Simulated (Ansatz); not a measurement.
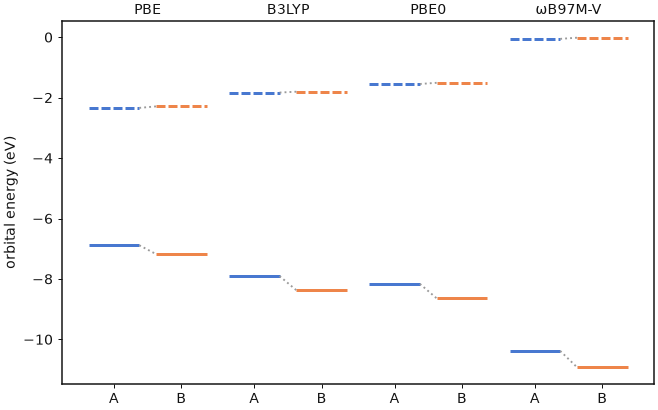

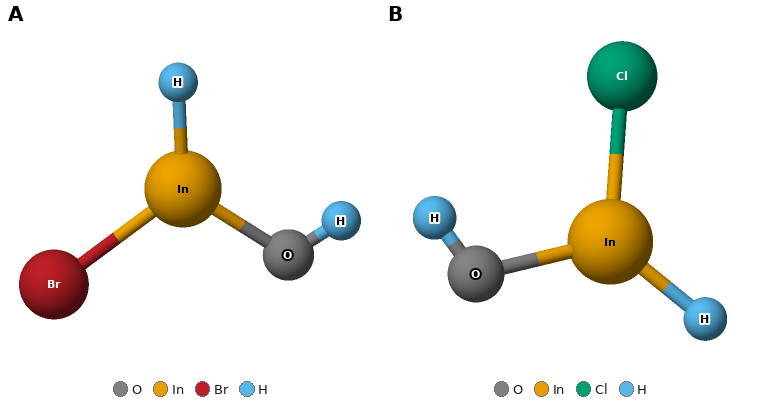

One change: A, InH₂OBr (SMILES [OH][InH][Br]), becomes B, InH₂OCl (SMILES [OH][InH][Cl]). Br on In is replaced by Cl. HOMO (solid) and LUMO (dashed) computed in def2-TZVPP at PBE0-D4/def2-TZVP geometries, both minima by their frequencies, gas phase, the Ansatz code 0.2.0.

What does the change do to HOMO and LUMO?

Answer. PBE: the HOMO falls by 0.29 eV, the LUMO rises by 0.05 eV, and the separation goes from 4.55 to 4.89 eV. B3LYP: the HOMO falls by 0.47 eV, the LUMO rises by 0.03 eV, and the separation goes from 6.07 to 6.57 eV. PBE0: the HOMO falls by 0.48 eV, the LUMO rises by 0.04 eV, and the separation goes from 6.62 to 7.13 eV. ωB97M-V: the HOMO falls by 0.54 eV, the LUMO rises by 0.04 eV, and the separation goes from 10.33 to 10.91 eV.

Do the functionals agree on the effect?

Answer. They agree on the direction for both levels; the HOMO shift lies between −0.54 and −0.29 eV and the LUMO shift between 0.03 and 0.05 eV, while the separations themselves differ by up to 6.0 eV between functionals.

Note: core potentials past krypton; spin-orbit coupling is left out, and with In it can shift these values.
